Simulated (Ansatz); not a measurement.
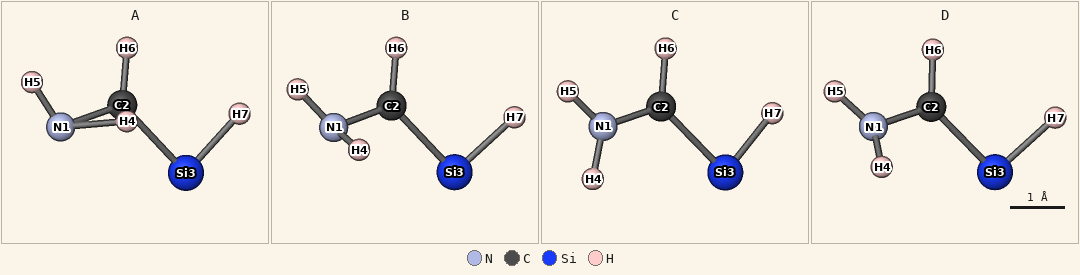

4 geometries from a converged minimum-energy path of CH4NSi (multiplicity 2), shuffled. The picture is a ball-and-stick view, seen from a free direction.

Method: UKS PBE0/6-31G* in Ansatz 0.2.0. Run with 7 movable images; climbing image; force threshold 0.05 eV/Å; iteration limit 55; starting path through a guess of the saddle point.

Which of them lies highest in energy?

A. In order along the path, whose images run from 0 to 8: C (image 0, 0.0 kcal/mol), D (image 2, +5.1 kcal/mol), B (image 3, +17.0 kcal/mol), A (image 5, +61.4 kcal/mol). A hydrogen atom shifts from one atom to another. Breaking: N1–H4 (1.01 → 1.33 at the top → 2.07 Å). Forming: C2–H4 (2.04 → 1.24 at the top → 1.11 Å).

The run took 3.5 min on 1 thread of Arm Neoverse V2 (shared host), peak memory 0.14 GiB.
